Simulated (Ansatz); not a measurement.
**C₂F₂GeN₂O₂: density, localisation and related maps**

Input

```
crystal:
  periodic: [false, false, false]
  atoms:
    - {symbol: O, position_ang: [-0.772644, 1.019433, -3.297263]}
    - {symbol: C, position_ang: [-0.524256, 0.613188, -2.243667]}
    - {symbol: N, position_ang: [-0.271843, 0.102248, -1.177838]}
    - {symbol: Ge, position_ang: [0.105379, 0.654073, 0.480293]}
    - {symbol: F, position_ang: [-1.170147, 1.601519, 1.095393]}
    - {symbol: F, position_ang: [1.479032, 1.662139, 0.472902]}
    - {symbol: N, position_ang: [0.395923, -0.710702, 1.585206]}
    - {symbol: C, position_ang: [0.407939, -1.916059, 1.522142]}
    - {symbol: O, position_ang: [0.439216, -3.072139, 1.545632]}
basis:
  gaussian: {orbitals: def2-TZVPP}
hamiltonian: {xc: pbe0, dispersion: d4}
output: {orbitals: {seedname: orbitals}}
```

Command:

```sh
ansatz run in.yaml --threads 4 --pin off --events-out ev --progress --plain --max-ram 11315MiB
```

Geometry: PBE0-D4/def2-TZVP.

These are results of RKS PBE0-D4/def2-TZVPP in Ansatz, not measurements.

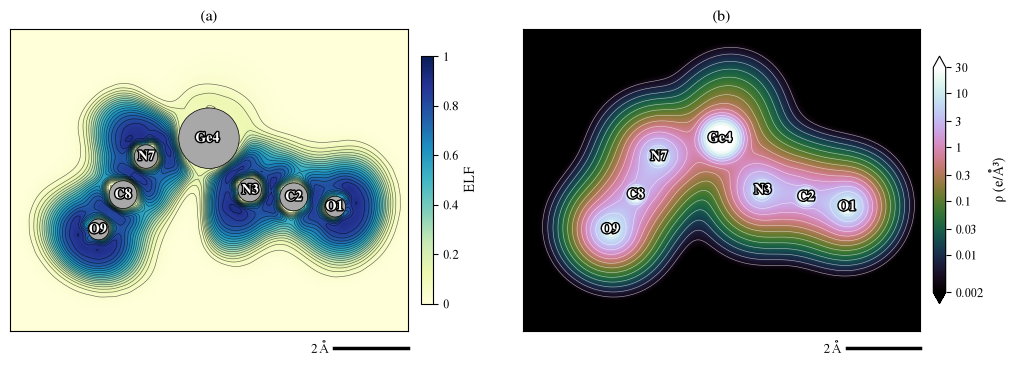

Figure 1. (a) ELF; (b) total electron density on the plane of atoms C2, N3 and Ge4. Grey discs cover the atomic cores in the ELF map.

### Read the bonding off the picture.

- The plane passes through O, C, N and Ge nuclei.
- C–O (1.16 Å): ρ is about 3.8 e/Å³ halfway; the ELF peaks at about 0.85 between the atoms: a short, multiple covalent bond.
- C–N (1.21 Å): ρ is about 3.1 e/Å³ halfway; the ELF peaks at about 0.85 between the atoms (a short, multiple covalent bond).
- Ge–N (1.78 Å): ρ is about 1 e/Å³ halfway; the ELF peaks at about 0.85 in the valence shell of N, 0.6 Å from its nucleus, and is about 0.40 at the midpoint.
- The ELF also peaks beside O9, O1, N3 and N7, away from the bonds: lone-pair regions.

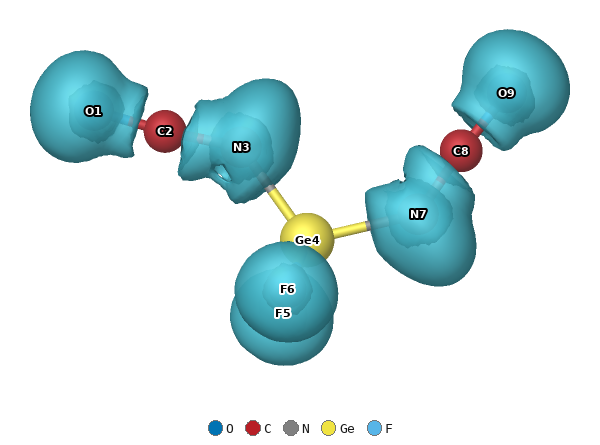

Figure 2. Isosurface of the electron localisation function at 0.75 (cyan), seen at a tilt. Only the valence region is drawn (cores and ρ < 0.01 e/Å³ removed).

### Where are the electrons localised?

At this value the surface marks out two regions on N in which the atom's valence shell and bonds are merged, two regions on O in which the atom's valence shell and bonds are merged and two regions wrapped around F (the valence shell of each).

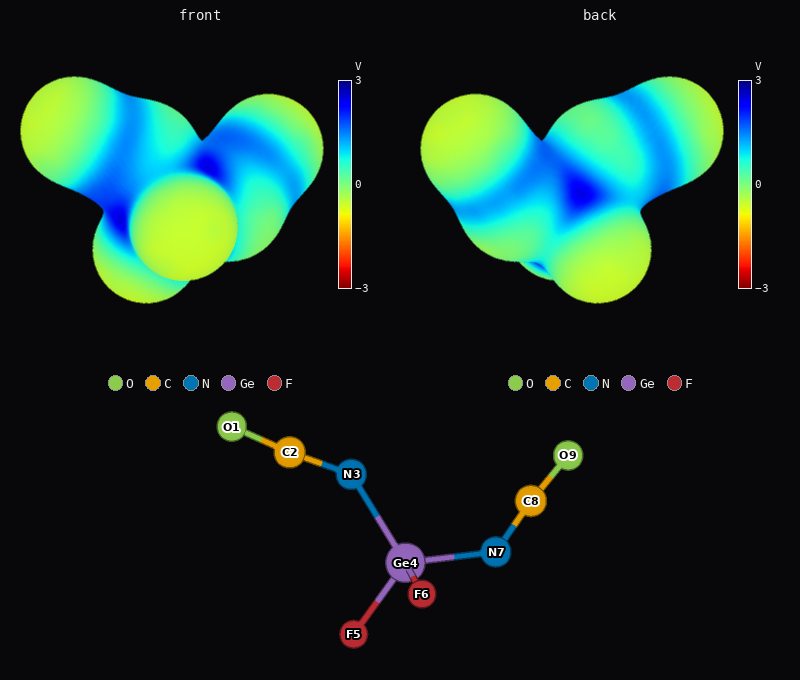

Figure 3. The electrostatic potential painted on the density surface at 0.002 e/bohr³, seen from the front and from behind; red is negative and blue positive. The bare structure is drawn below in the same view.

### Describe the electrostatic potential map.

The most negative region (about −0.6 V) lies over O1, F5, F6 and O9, the most positive (about +2.4 V) over Ge4.
